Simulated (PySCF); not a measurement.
Consider C7H3O2 (SMILES C#Cc1[c]ccc(=O)o1) (doublet).

Input

```
{"job": {"kind": "epr", "basis": "pcH-1"}, "charge": 0, "multiplicity": 2}
C      2.698564     1.502724     1.436822
C      1.740696     1.016010     0.899643
C      0.617058     0.432845     0.275143
C     -0.120226     1.007111    -0.690842
C     -1.221120     0.392932    -1.276472
C     -1.555320    -0.851958    -0.838704
C     -0.784690    -1.508988     0.200853
O     -1.009653    -2.606819     0.643584
O      0.285329    -0.811079     0.712600
H      3.534648     1.937958     1.899098
H     -1.789594     0.888203    -2.050249
H     -2.394495    -1.399625    -1.237504
```

Run with:

```sh
OMP_NUM_THREADS=1 python probes_run.py task.json out
```

Geometry: GFN2-xTB.

Theory: PySCF 2.14.0, density-fitted response routines, UKS B3LYP, pcH-1 on C H O, non-relativistic, mean-field spin-orbit, GIAO.

> What will maps of the electron density, electron localisation function and spin density show?

C–C (1.20 Å): ρ at the midpoint is about 2.8 e/Å³; the ELF peaks at about 0.85 between the atoms: a short, multiple covalent bond.
C–O (1.20 Å): ρ is about 3.3 e/Å³ halfway; the ELF peaks at about 0.85 between the atoms; a short, multiple covalent bond.
C–H (1.05 Å): ρ is about 2.2 e/Å³ halfway; the ELF climbs to about 1 towards the hydrogen, as it does in any bond to H; a covalent bond by its length.
C–C (1.34 Å): ρ at the midpoint is about 2.3 e/Å³; the ELF peaks at about 0.95 between the atoms (a short, multiple covalent bond).
The unpaired spin (1 electron) lies mostly on C4 (about 0.8), in electrons by Hirshfeld's partition.

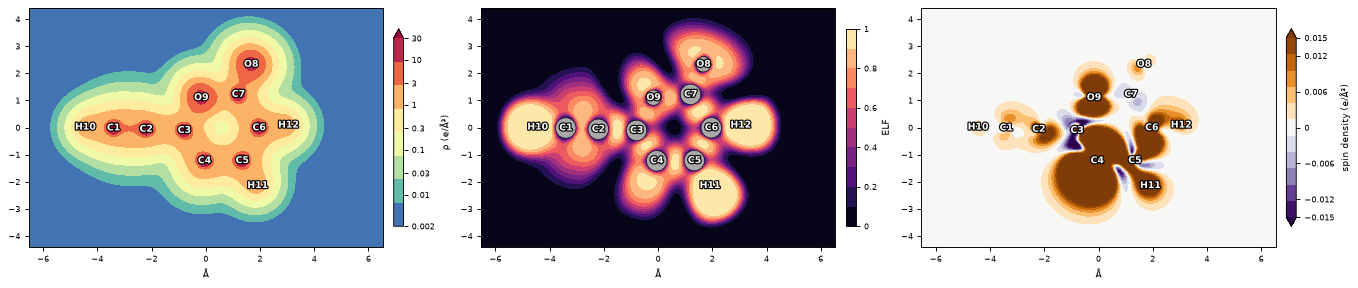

Computed electron density, electron localisation function and spin density on the molecular plane, in this order. Grey discs cover the atomic cores in the ELF map. 
